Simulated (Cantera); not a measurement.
A closed system holds: 1 mol H₂S, 0.16 mol H₂, 0.17 mol N₂, held at 20000 Pa.

Method: chemical equilibrium by Gibbs-energy minimisation in Cantera with the NASA 1993 tables (ideal gas, pure condensed phases). Candidate condensed phases: S; 28 gas species. Ions and electrons are included (thermal ionisation). Rates play no part.

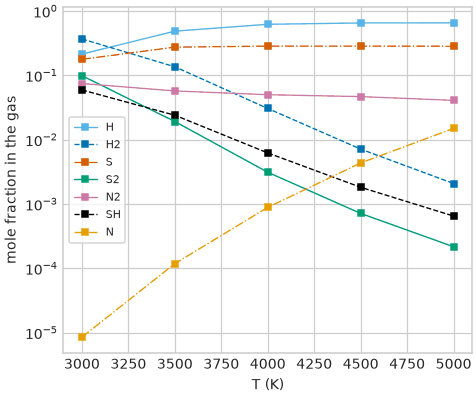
Figure: Equilibrium gas composition (values under 1e-9 drawn at 1e-9)

**Question.** Read off the mole fractions at 3500 K.

**Answer.** H about 0.49, S about 0.28, H₂ about 0.14, N₂ about 0.057, SH about 0.024, S₂ about 0.019, N about 0.00012.
